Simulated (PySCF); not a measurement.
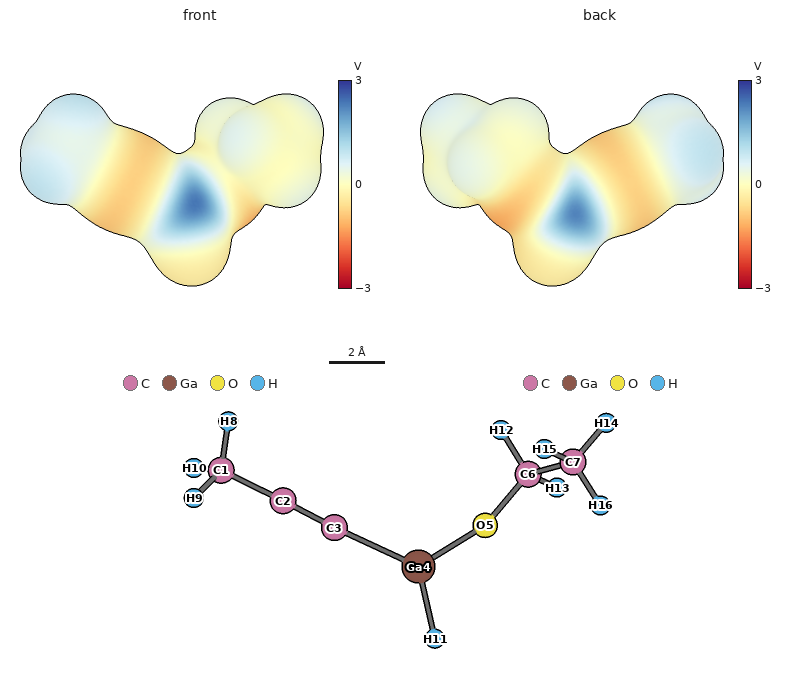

C5H9GaO (SMILES CC#[C][GaH][O]CC). The molecular electrostatic potential painted on the density surface at 0.002 e/bohr³, seen from the front and from behind; the colour scale runs from red (negative) to blue (positive). The bare structure is drawn below in the same view.

Geometry: GFN2-xTB.

Computed with B3LYP/def2-SVPD, SCF density, gas phase in PySCF 2.14.0.

| atom | x (Å) | y (Å) | z (Å) |
| --- | --- | --- | --- |
| C | 3.1332 | 2.7369 | 0.0014 |
| C | 2.3156 | 1.6046 | -0.3780 |
| C | 1.6446 | 0.6571 | -0.7224 |
| Ga | 0.5492 | -0.9035 | -1.1546 |
| O | -0.6736 | -1.5542 | -0.1565 |
| C | -1.6450 | -1.6660 | 0.8578 |
| C | -3.0033 | -1.1778 | 0.3700 |
| H | 2.5501 | 3.4330 | 0.6037 |
| H | 3.4928 | 3.2511 | -0.8897 |
| H | 3.9890 | 2.3974 | 0.5846 |
| H | 0.6843 | -1.7895 | -2.3947 |
| H | -1.3391 | -1.0869 | 1.7371 |
| H | -1.7102 | -2.7228 | 1.1458 |
| H | -3.7439 | -1.2840 | 1.1588 |
| H | -2.9340 | -0.1301 | 0.0802 |
| H | -3.3171 | -1.7566 | -0.4958 |

Q: Describe the electrostatic potential map.

A: The most negative region (about −1.2 V) lies over O5, the most positive (about +2.2 V) over Ga4. O5 is the likeliest acceptor of a hydrogen bond.

Q: What dipole moment does the calculation give?

A: Its dipole moment is 1.74 D.
